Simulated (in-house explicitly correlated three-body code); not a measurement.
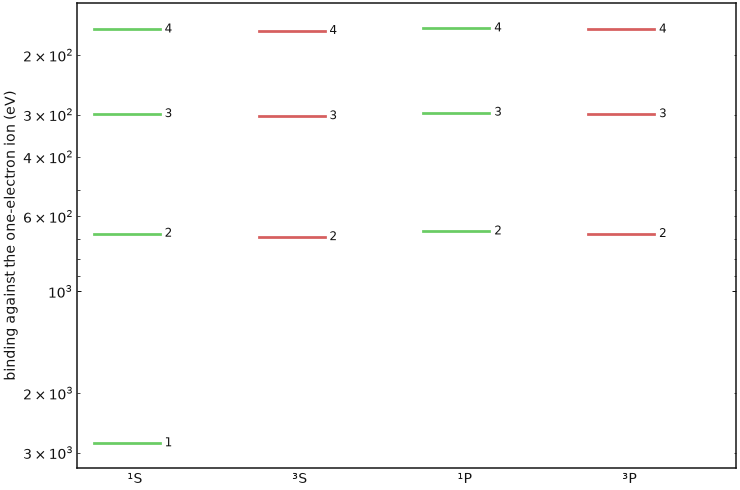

Two electrons around a point charge Z = 15.013. Computed variationally in 260 exponentially correlated functions with an in-house code, non-relativistic, converged to about 10⁻⁸ of the energy. The plot shows the bound S and P states that converged, by term and principal number n, on a logarithmic scale of binding.

Question: Describe the level scheme.

Answer: The ground state is bound by 2816 eV. The n = 2 states drawn run, from the deepest, 2 ³S (691.2 eV), 2 ³P (676.4 eV), 2 ¹S (675.0 eV), 2 ¹P (664.7 eV). Exchange puts 2 ³S below 2 ¹S by 16.1 eV and 2 ³P below 2 ¹P by 11.7 eV. Quantum defects n − (Z − 1)/√(2 E(binding)): 2 ³S 0.034, 2 ³P 0.013, 2 ¹S 0.011, 2 ¹P −0.005.
